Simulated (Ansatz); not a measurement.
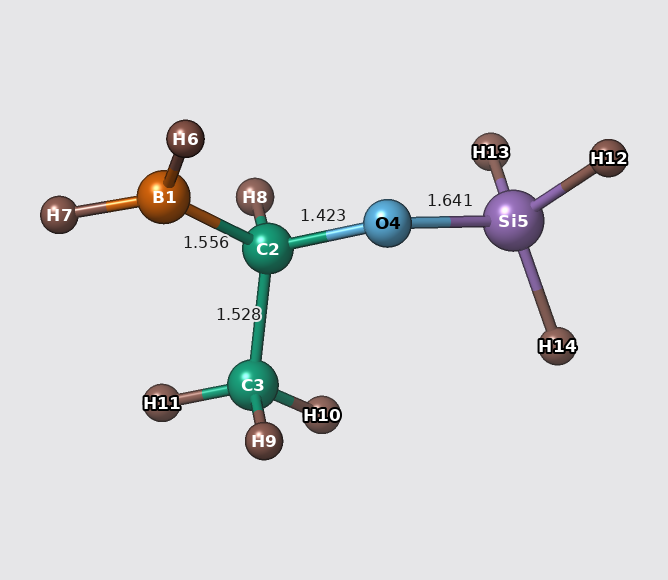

The numbers beside the sticks are distances in Å. Sticks don't show bond order. The computed structure is the end point of a PBE0-D4/def2-TZVP optimisation.

Q: Which of the marked bonds are single, double, triple or aromatic?

A: B1–C2 single; C2–C3 single; C2–O4 single; O4–Si5 single.

Q: Give the structure as SMILES.

A: B[C@H](C)O[SiH3]
